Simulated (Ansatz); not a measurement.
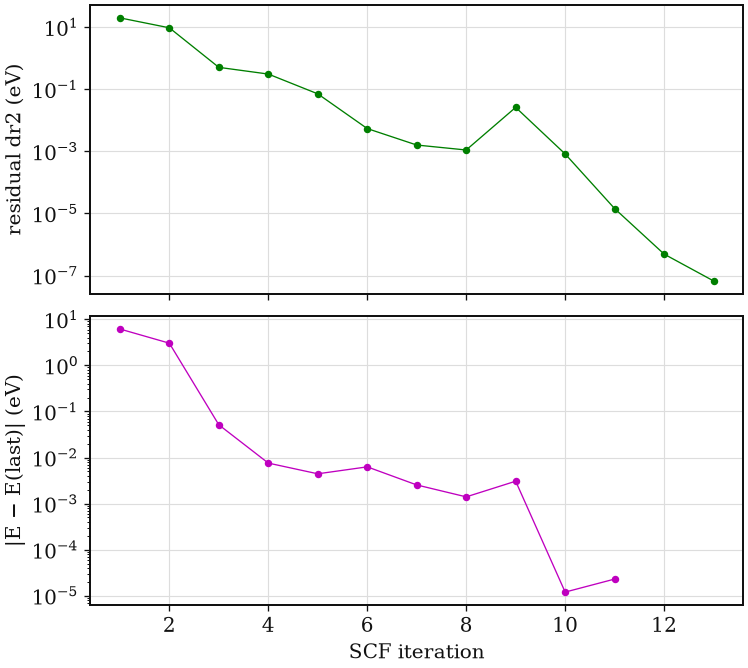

The plot shows the SCF iterations of a calculation: density residual dr2, distance of the Harris–Foulkes energy from its last value. Energy differences below 3 × 10⁻⁶ eV aren't drawn. dr2 is the charge part; the magnetisation has a residual of its own.

AlAgC$_{6}$N$_{6}$ (14 atoms in the cell), run with Ansatz.

```
crystal:
  lattice:
    - [0.0, 5.3541834444, 5.3541834444]
    - [5.3541834444, 0.0, 5.3541834444]
    - [5.3541834444, 5.3541834444, 0.0]
  atoms:
    - { symbol: Al, position: [0.5, 0.5, 0.5] }
    - { symbol: Ag, position: [0.0, 0.0, 0.0], spin: 0.8 }
    - { symbol: C, position: [0.7930196356, 0.2069803644, 0.2069803644] }
    - { symbol: C, position: [0.2069803644, 0.7930196356, 0.2069803644] }
    - { symbol: C, position: [0.2069803644, 0.2069803644, 0.7930196356] }
    - { symbol: C, position: [0.2069803644, 0.7930196356, 0.7930196356] }
    - { symbol: C, position: [0.7930196356, 0.2069803644, 0.7930196356] }
    - { symbol: C, position: [0.7930196356, 0.7930196356, 0.2069803644] }
    - { symbol: "N", position: [0.6844837926, 0.3155162074, 0.3155162074] }
    - { symbol: "N", position: [0.3155162074, 0.6844837926, 0.3155162074] }
    - { symbol: "N", position: [0.3155162074, 0.3155162074, 0.6844837926] }
    - { symbol: "N", position: [0.3155162074, 0.6844837926, 0.6844837926] }
    - { symbol: "N", position: [0.6844837926, 0.3155162074, 0.6844837926] }
    - { symbol: "N", position: [0.6844837926, 0.6844837926, 0.3155162074] }
basis:
  ecutwfc: 420
kpoints:
  mp_grid: { grid: [6, 6, 6] }
hamiltonian:
  xc: pbe
scf:
  occupations: { method: gaussian, width: 5.0 }
  max_iter: 80
output:
  forces: true
  eigenvalues: true
  stress: true
magnetization:
  spin_polarized: true
```

Command:
```bash
ansatz run input.yaml --threads 1 --pin off --max-ram 2560MiB --backend cpu --events-out ev --progress --plain --runs-dir out
```

How did this run end?

Answer. Converged, in 13 iterations. The residual comes down, with one marked jump up, by a factor of about 25, at step 9. The program keeps the magnetisation out of the quasi-Newton mixer until iteration 7 and then restarts the mixer with it.

What is the residual at the start and at the end?

Answer. It starts near 20 and ends near 7 × 10⁻⁸ eV.

Is anything amiss with this input?

Answer. The input holds a fault (a smearing of electronvolts). The SCF closed all the same, which doesn't make the results meaningful for the real system.
